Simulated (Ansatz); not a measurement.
# A computed series for MoS2: response to strain

Take MoS2 in the 3R-MoS2 type structure (space group R3m, No. 160; layered, stacked along the Cartesian z axis) as the base.

```
MoS2
1.0
    1.58770     0.91666     6.19534
   -1.58770     0.91666     6.19534
    0.00000    -1.83332     6.19534
Mo S
1 2
Direct
  0.00000   0.00000   0.00000
  0.75029   0.75029   0.75029
  0.58300   0.58300   0.58300
```

Cartesian axes are those of the cell as printed.

Strains are applied to the cell and any free atomic positions relax; under biaxial strain the out-of-plane vector relaxes too.

Level of theory: r2SCAN+rVV10 (Ansatz, a quantum-chemistry and plane-wave program, PAW, without spin-orbit coupling), earlier PAW set.

Notes on the quantities. energy relative to the base: free energy F.

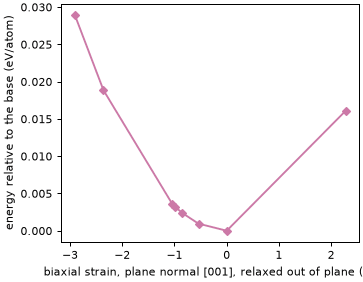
Fig. 1. Energy relative to the base against biaxial strain, plane normal [001], relaxed out of plane

```tsv
biaxial strain, plane normal [001], relaxed out of plane (%)	energy relative to the base
-2.91	+29 meV/atom
-2.36	+19 meV/atom
-1.04	+3.6 meV/atom
-0.99	+3.2 meV/atom
-0.85	+2.4 meV/atom
-0.54	+1.0 meV/atom
2.28	+16 meV/atom
```

No phonon test of stability was made.
